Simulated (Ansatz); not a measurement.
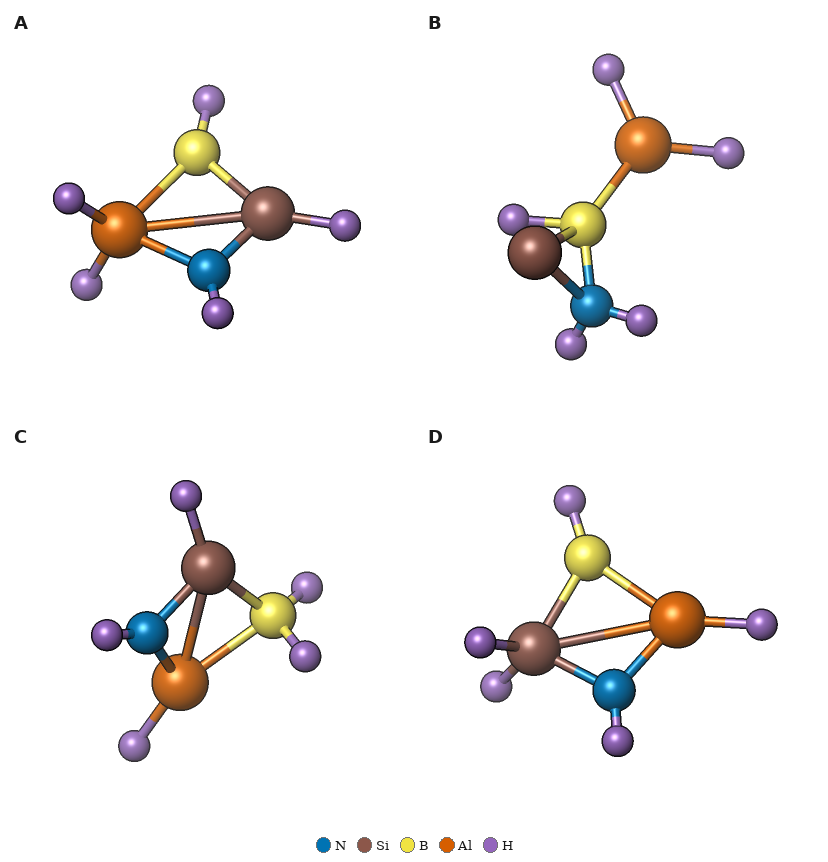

4 stationary structures of one formula. Geometries: PBE0-D4/def2-TZVP. Electronic energies: RHF-CCSD(T) (frozen core)/def2-TZVPP (Ansatz 0.2.0), without zero-point energy. No frequency run is at hand to confirm each as a minimum. Each is one conformer, not always the lowest.

> Which structure is the most stable?

C is lowest; D lies 29.1 kJ/mol above it, A lies 146.7 kJ/mol above it, B lies 159.7 kJ/mol above it.
